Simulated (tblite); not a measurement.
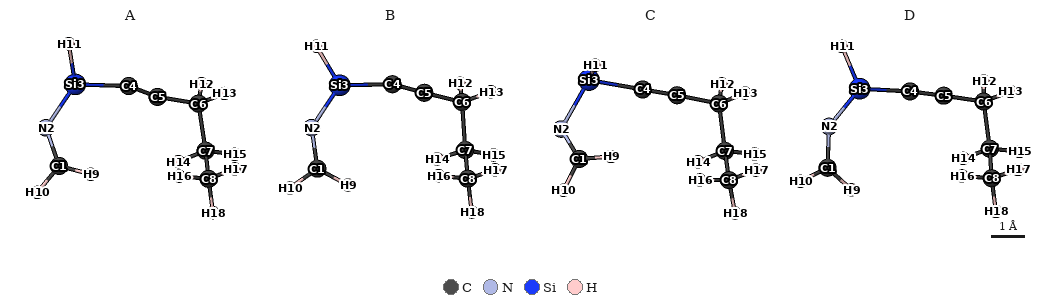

4 geometries from one relaxation of C6H10NSi (multiplicity 2), in shuffled order. A ball-and-stick model, seen at a tilt.

Method: GFN2-xTB geometry optimisation, gas phase in tblite. 

> Order the frames from highest to lowest energy.

C, A, B, D. They are steps 0, 15, 38, 122, at +0.964 eV, +0.375 eV, +0.048 eV relative to the last. The atom that moves furthest after the best rigid fit is H9 (1.35 Å). Largest moves by element: H 1.35 Å, N 0.86 Å, C 0.54 Å, Si 0.50 Å. Some distances before and after: N2–Si3 1.753 → 1.648 Å, Si3–C4 1.883 → 1.826 Å, Si3–H11 1.473 → 1.444 Å, C5–C6 1.473 → 1.447 Å. Bond angles that change, for instance: C1–N2–Si3 116.2° → 140.3°, N2–Si3–C4 108.8° → 131.8°, C4–Si3–H11 109.4° → 116.5°. The energy falls by 0.964 eV in 122 geometry steps.
